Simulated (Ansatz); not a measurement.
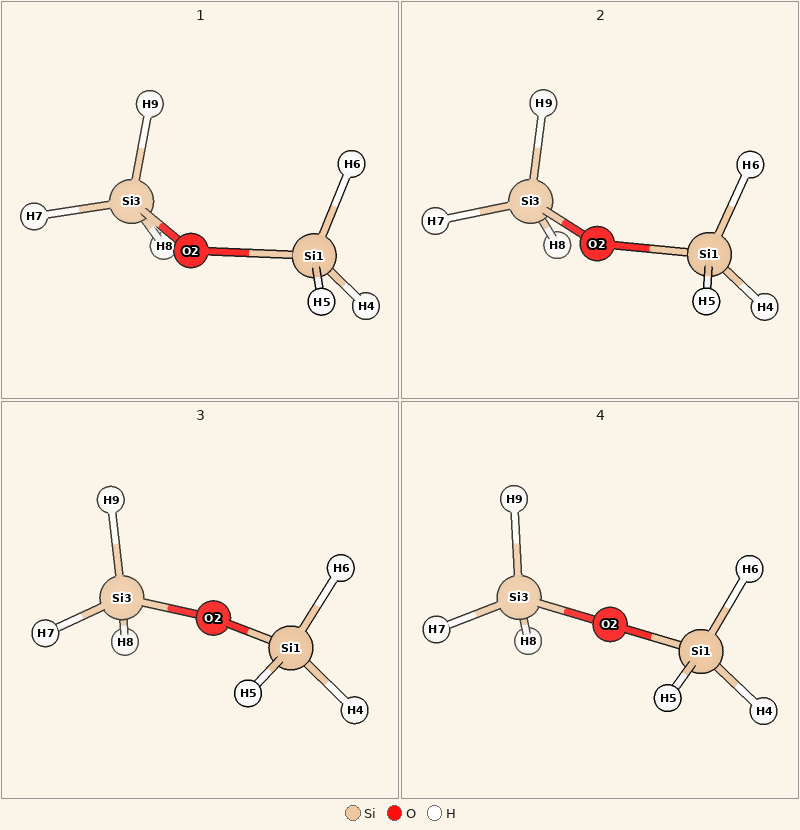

H6OSi2, SMILES [SiH3]O[SiH3]. Coordinates scanned: (1) angle Si1–O2–Si3 (carried through 180); (2) change of the bonds O2–Si1, O2–Si3, all alike. Nothing is relaxed (all other coordinates rigid). Grid: 9 × 9 points. Points are written as (first, second). Energies: eV, counted from the lowest grid point. The calculation used Ansatz 0.2.0, RKS r2SCAN0-D4/def2-TZVP.

The numbered pictures are structures from this grid.

Rank them by energy, lowest first.

Answer. 3, at (192°, −0.008 Å): 0.009 eV; 4, at (180°, 0.106 Å): 0.41 eV; 2, at (144°, 0.162 Å): 0.69 eV; 1, at (132°, 0.276 Å): 1.58 eV.

The map, with the structures marked:

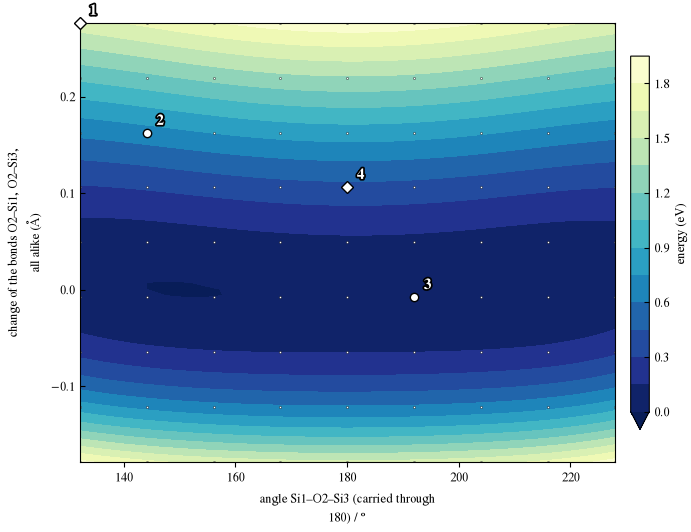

The picture shows filled contours, dots at the grid points. Between grid points the surface is interpolated.
